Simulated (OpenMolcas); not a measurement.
## Multiconfigurational calculation for V²⁺ complex (part 2 of 2)

Continued. System: V²⁺ with 6 ligands (O; octahedron, 2.17 Å), neutralised by 6 outer point charges of +1.7 e, whose field is part of the energies. Method: state-averaged CASSCF, active space 3 electrons in the shell 3d, basis ANO-RCC-VTZP on the metal and ANO-RCC-VDZP on the ligands, DKH2 scalar Hamiltonian, spin-orbit coupling by RASSI with atomic mean-field integrals (OpenMolcas).

## Output (extracts), continued
```
--- RASSI ---
SPIN-FREE ENERGIES:
  (Shifted by EMIN (a.u.) =      -1402.0176178923)

 SF State       Relative EMIN(au)   Rel lowest level(eV)    D:o, cm**(-1)

     1             0.0000000000        0.0000000000              0.0000
     2             0.0236660522        0.6439860884           5194.0981
     3             0.0236660529        0.6439861052           5194.0982
     4             0.0236660540        0.6439861373           5194.0985
     5             0.0412366326        1.1221059359           9050.3947
     6             0.0412366338        1.1221059689           9050.3950
     7             0.0412366345        1.1221059888           9050.3952
    11             0.0752930896        2.0488293438          16524.9231
    12             0.0752931104        2.0488299078          16524.9276
    13             0.0781817061        2.1274326026          17158.9011
    14             0.0781817555        2.1274339453          17158.9120
    15             0.0781817935        2.1274349798          17158.9203
    16             0.0893305949        2.4308093216          19605.7994
    17             0.0896362898        2.4391277023          19672.8917
    18             0.0896363000        2.4391279798          19672.8939
    19             0.0896363145        2.4391283752          19672.8971
     8             0.0934291645        2.5423370807          20505.3314
     9             0.0934291681        2.5423371793          20505.3322
    10             0.0934291703        2.5423372409          20505.3327
    20             0.1020938750        2.7781158655          22407.0156
    21             0.1020938863        2.7781161728          22407.0181
    22             0.1020938948        2.7781164046          22407.0199
    23             0.1037348562        2.8227692380          22767.1693
    24             0.1037349592        2.8227720433          22767.1919
    25             0.1037350388        2.8227742074          22767.2094
    26             0.1133272897        3.0837926515          24872.4651
    27             0.1133274364        3.0837966448          24872.4973
    28             0.1156947461        3.1482144231          25392.0618
    29             0.1156948644        3.1482176409          25392.0877
    30             0.1156949544        3.1482200921          25392.1075
    31             0.1253499477        3.4109458424          27511.1336
    32             0.1253499669        3.4109463658          27511.1378
    33             0.1253499795        3.4109467076          27511.1405
    34             0.1258957165        3.4257969692          27630.9160
    35             0.1258957399        3.4257976045          27630.9211
    36             0.1258957582        3.4257981034          27630.9251
    37             0.1452966965        3.9537245288          31888.9389
    38             0.1452968111        3.9537276482          31888.9641
    39             0.1674124649        4.5555252451          36742.7890
    40             0.1704232631        4.6374532383          37403.5829
Eigenvalues of complex Hamiltonian:
   -----------------------------------
  (Shifted by EMIN (a.u.) =      -1402.0176178923)

 SO State       Relative EMIN(au)   Rel lowest level(eV)    D:o, cm**(-1)

     1            -0.0000596234        0.0000000000              0.0000
     2            -0.0000596234        0.0000000001              0.0000
     3            -0.0000596234        0.0000000001              0.0000
     4            -0.0000596234        0.0000000000              0.0000
     5             0.0233119373        0.6359725652           5129.4647
     6             0.0233119373        0.6359725652           5129.4647
     7             0.0235177536        0.6415731126           5174.6361
     8             0.0235177536        0.6415731126           5174.6361
     9             0.0235177546        0.6415731388           5174.6363
    10             0.0235177546        0.6415731388           5174.6363
    11             0.0237807736        0.6487302516           5232.3623
    12             0.0237807736        0.6487302516           5232.3623
    13             0.0237807740        0.6487302618           5232.3624
    14             0.0237807740        0.6487302618           5232.3624
    15             0.0238455566        0.6504930865           5246.5806
    16             0.0238455566        0.6504930865           5246.5806
    17             0.0406736113        1.1084077814           8939.9117
    18             0.0406736113        1.1084077814           8939.9117
    19             0.0407259126        1.1098309724           8951.3905
    20             0.0407259126        1.1098309724           8951.3905
    21             0.0407259138        1.1098310071           8951.3908
    22             0.0407259138        1.1098310071           8951.3908
    23             0.0416152237        1.1340303607           9146.5717
    24             0.0416152237        1.1340303607           9146.5717
    25             0.0416152243        1.1340303768           9146.5718
    26             0.0416152243        1.1340303768           9146.5718
    27             0.0421389778        1.1482824371           9261.5224
    28             0.0421389778        1.1482824371           9261.5224
    29             0.0752206019        2.0484792866          16522.0997
    30             0.0752206019        2.0484792866          16522.0997
    31             0.0752206213        2.0484798150          16522.1040
    32             0.0752206213        2.0484798150          16522.1040
    33             0.0780470280        2.1253902598          17142.4285
    34             0.0780470280        2.1253902598          17142.4285
    35             0.0780470724        2.1253914676          17142.4383
    36             0.0780470724        2.1253914676          17142.4383
    37             0.0784429450        2.1361637106          17229.3223
    38             0.0784429450        2.1361637106          17229.3223
    39             0.0892366969        2.4298766616          19598.2770
    40             0.0892366969        2.4298766616          19598.2770
    41             0.0893834069        2.4338688432          19630.4761
Weights of the five most important spin-orbit-free states for each spin-orbit state.

 SO State  Total energy (au)           Spin-free states, spin, and weights
 -------------------------------------------------------------------------------------------------------
    1        -0.000060       1 1.5  0.9979    4 1.5  0.0011    3 1.5  0.0007    2 1.5  0.0002   17 0.5  0.0001
    2        -0.000060       1 1.5  0.9979    2 1.5  0.0010    3 1.5  0.0007    4 1.5  0.0002   19 0.5  0.0001
    3        -0.000060       1 1.5  0.9979    2 1.5  0.0011    3 1.5  0.0005    4 1.5  0.0003   19 0.5  0.0001
    4        -0.000060       1 1.5  0.9979    4 1.5  0.0010    3 1.5  0.0007    2 1.5  0.0002   17 0.5  0.0001
    5         0.023312       2 1.5  0.3331    3 1.5  0.3331    4 1.5  0.3331    7 1.5  0.0002    6 1.5  0.0002
    6         0.023312       2 1.5  0.3331    3 1.5  0.3331    4 1.5  0.3331    7 1.5  0.0002    6 1.5  0.0002
    7         0.023518       2 1.5  0.5056    3 1.5  0.3697    4 1.5  0.1203    1 1.5  0.0019    7 1.5  0.0009
    8         0.023518       2 1.5  0.5054    3 1.5  0.3699    4 1.5  0.1202    1 1.5  0.0019    7 1.5  0.0009
    9         0.023518       4 1.5  0.5434    3 1.5  0.2940    2 1.5  0.1582    1 1.5  0.0019    5 1.5  0.0009
   10         0.023518       4 1.5  0.5435    3 1.5  0.2938    2 1.5  0.1583    1 1.5  0.0019    5 1.5  0.0009
   11         0.023781       2 1.5  0.4986    3 1.5  0.3801    4 1.5  0.1175    5 1.5  0.0018    6 1.5  0.0010
   12         0.023781       2 1.5  0.4986    3 1.5  0.3801    4 1.5  0.1175    5 1.5  0.0018    6 1.5  0.0010
```

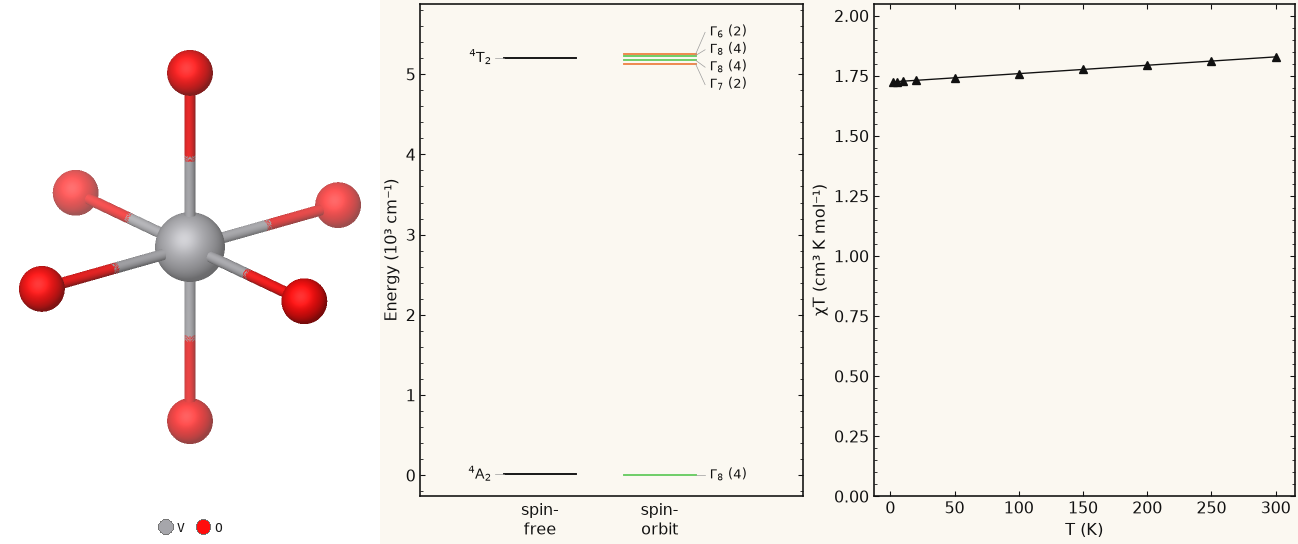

Fig. 1: V²⁺ (3d³) with 6 ligands, O²⁻, at 2.17 Å (arrangement: octahedron, Oh), neutralised by outer point charges of +1.7 e, and its levels and susceptibility. Labels give the representation in O, Td, D4 or D3 as the site allows (double group for half-integer spin) where it could be assigned and, in brackets, the degeneracy; spin-free states, where drawn, share the zero of the spin-orbit levels. Powder susceptibility by Van Vleck's formula. The ground level is Γ₈, 4-fold degenerate, 100 % from states of spin multiplicity 4. The next level lies at 5,130 cm⁻¹ (Γ₇). The lowest spin-free state is ⁴A₂, from the free-ion F term; of the same spin there follows at 5,190 cm⁻¹ (⁴T₂) above it. χT is 1.72 cm³ K mol⁻¹ at 2 K and 1.83 at 300 K, an effective moment of 3.82 μB. The active orbitals hold 91 to 98 % metal character (Löwdin), and the Mulliken charge of the metal is -0.45.

## Key numbers

- outcome: converged
- energy of the lowest spin-free term: −1402.01762 hartree
- energy of the lowest spin-orbit level: −1402.01768 hartree
- largest spread among components of a term: 0.1 cm⁻¹
- hardware: 1 thread of Arm Neoverse V2, 24 GiB of memory available, shared host
- wall time: 33 s
- peak memory: 0.2 GiB

## Remarks

Without dynamic correlation the splittings between terms come out too large, often by 20 to 50 %. To bear in mind: bare point charges leave oxide and sulfide ligands too diffuse, field too small; distances are set from ionic radii, not optimised.
